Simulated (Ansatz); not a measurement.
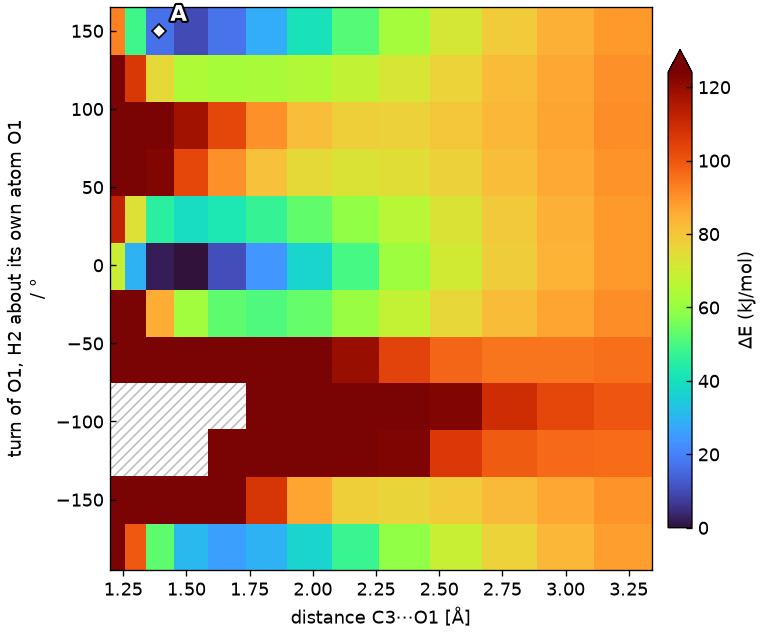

CHO2, charge −1. The turn is about an axis along (−0.32, −0.95, 0.00) in the frame of the relaxed pair, normal to the line between the partners. The first coordinate is: distance C3···O1; the second: turn of O1, H2 about its own atom O1. Grid: 13 × 12 points. At 9 points there is no value (left out of the scan, as a rule where atoms come close). Points are written as (first, second). Energies are in kJ/mol, from the lowest grid point. Energies and slopes of some neighbouring points disagree (a jump in structure or state, or too coarse a mesh). The restricted reference is unstable at some or all points, so the energies there are unreliable. All numbers below come from RHF-MP2, frozen core/def2-TZVPD (Ansatz 0.2.0).

Drawn: one coloured cell a grid point, one colour for all values above the top of the scale, hatched blanks where no value was computed, the point A.

Question: Which way does the force act at A, and how strong is it?

Answer: A, at (1.390 Å, 150°), is not a stationary point. The computed force is 161 kJ/mol for each Å towards larger values of distance C3···O1 and 0.72 kJ/mol for each degree towards larger values of the second coordinate.
